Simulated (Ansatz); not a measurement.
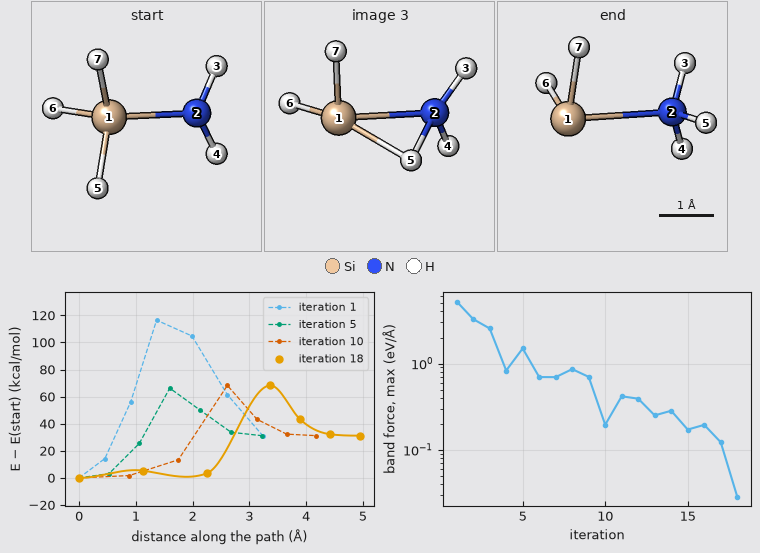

A nudged-elastic-band calculation for SiNH5. Images are numbered from 0 (start) to 6 (end). The plot follows the band through its iterations. Style: ball-and-stick. Shown at a tilt.

These are results of RKS PBE0/def2-SVP in Ansatz, not measurements. Set-up: 5 movable images; climbing image; force threshold 0.03 eV/Å; iteration limit 60; starting path through a guess of the saddle point.

> Did the band converge, and can the barrier be trusted?

The run is converged, with reservations. The band converged in 18 iterations. The largest component of the band force went from 5.2 to 0.029 eV/Å. The climbing image converged on the top of the path. Its vibrational analysis gives one imaginary mode (1523i cm⁻¹), as a transition state must have. The first iteration put the highest image at 116.5 kcal/mol. Forward barrier 68.3 kcal/mol, backward barrier 37.1 kcal/mol, with image 3 at the top; the reaction energy is +31.2 kcal/mol. The profile has 2 maxima (images 1, 3) with a dip at image 2 (+3.3 kcal/mol), so the process runs in steps.

Cost: 50 s on 1 thread of AMD EPYC 9R45 96-Core Processor (Zen 5), with other jobs on the host, peak memory 0.12 GiB.
